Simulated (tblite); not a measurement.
# C4H8N2PSi: the cost of one run

Programs: tblite 0.8.0 and PySCF 2.14.0, with density-fitted response routines of our own. Each step states its level of theory. These are calculated values for one molecule in the gas phase, unless marked as measured. Atoms are numbered from 0 throughout.

## Step 1: Starting geometry

16 atoms, charge 0, multiplicity 2; geometry from: force field or distance geometry start.

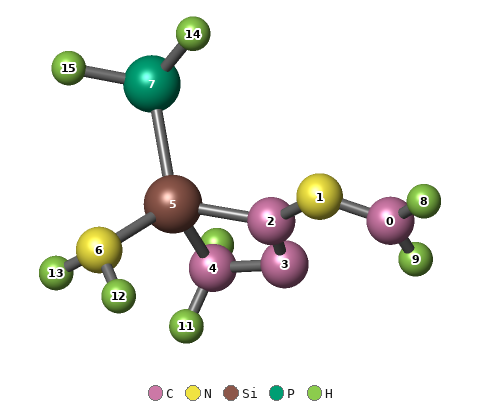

The starting geometry (carbon pink, nitrogen yellow, silicon brown, phosphorus teal, hydrogen green), atoms numbered.

## Step 2: Geometry optimisation with GFN2-xTB

Job settings and geometry (Å):

```
{"job": {"kind": "relax", "xc": "GFN2-xTB", "basis": "xTB"}, "charge": 0, "multiplicity": 2}
C      3.210800    -0.335500     0.282000
N      2.103800     0.286300     0.573300
C      0.840100    -0.226300     0.132000
C      0.530800    -1.249300    -0.599700
C     -0.921800    -1.253200    -0.712700
Si    -0.894200     0.259100     0.292300
N     -1.667500     0.007000     1.867400
P     -1.331400     2.163500    -0.697700
H      4.128600     0.085400     0.649500
H      3.224000    -1.244900    -0.310500
H     -1.308000    -1.164100    -1.762800
H     -1.396500    -2.117700    -0.197200
H     -1.150000    -0.662800     2.494000
H     -2.635100    -0.378100     1.781700
H     -0.215400     3.084000    -0.477700
H     -2.525800     2.755400    -0.057600
```

Command:

```bash
OMP_NUM_THREADS=1 python probes_run.py task.json out
```

The driver reads the jobs from task.json and runs them one after another.

Q: Estimate the wall time of this first job on 1 thread of Arm Neoverse V1, shared host.

About 1.6 s.
